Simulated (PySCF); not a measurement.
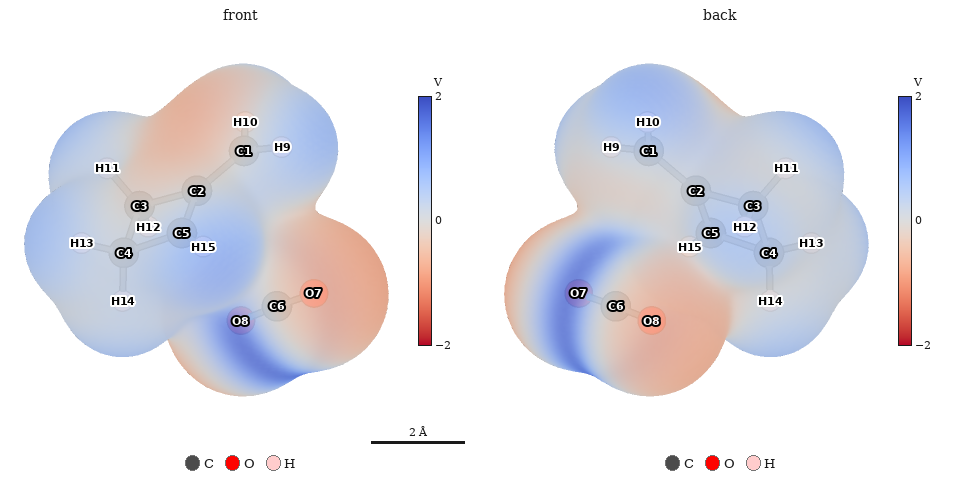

The picture shows: C₆H₇O₂ (doublet). The molecular electrostatic potential painted on the density surface at 0.002 e/bohr³, seen from the front and from behind; the colour scale runs from red (negative) to blue (positive).

Geometry: GFN2-xTB; at this geometry the atoms fall into two loosely joined parts.

The calculation used PySCF 2.14.0, density-fitted response routines, UKS B3LYP, pcH-1 on C H O, non-relativistic, mean-field spin-orbit, GIAO.

```xyz
15

C    -0.5432    1.8435   -0.5063
C    -0.5081    0.6189    0.0795
C    -1.2501   -0.6721   -0.1996
C    -0.4526   -1.2879    0.9743
C     0.1995    0.0439    1.1317
C     2.3019   -0.0583   -1.0383
O     2.7949    0.8869   -0.6240
O     1.8407   -1.0115   -1.4727
H     0.0833    2.6441   -0.1549
H    -1.1978    2.0470   -1.3347
H    -2.3263   -0.6216   -0.0473
H    -1.0421   -1.1141   -1.1718
H    -1.0556   -1.6160    1.8233
H     0.2162   -2.1051    0.6957
H     0.9348    0.4102    1.8233
```

Where is the surface potential most negative and most positive?

Answer. The most negative region (about −0.8 V) lies over O7, the most positive (about +1.5 V) over C6.
